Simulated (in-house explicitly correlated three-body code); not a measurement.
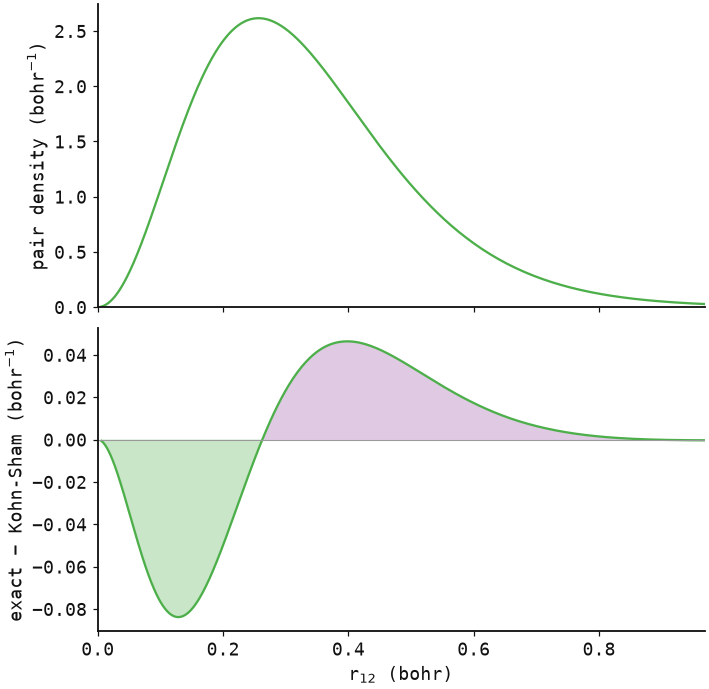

Two electrons around a point charge Z = 7 (N⁵⁺). Computed variationally in 260 exponentially correlated functions with an in-house code, non-relativistic, converged to about 10⁻⁸ of the energy. The plot shows the distribution of the distance r₁₂ between the electrons in the ground state (one pair, times 4πr₁₂²) and its difference from that of the Kohn-Sham determinant with the same density, the Coulomb hole.

**How large and how deep is the Coulomb hole?**

The pair density peaks near r₁₂ = 0.26 bohr, and ⟨r₁₂⟩ = 0.3348 bohr. Correlation takes weight from short distances: the hole is deepest (−0.084 bohr⁻¹) near 0.13 bohr and first changes sign near 0.26 bohr, moving 1.3 % of the pair outwards. The mean cosine of the angle between the electrons is −0.0189, and the density-functional correlation energy is −45.28 millihartree.
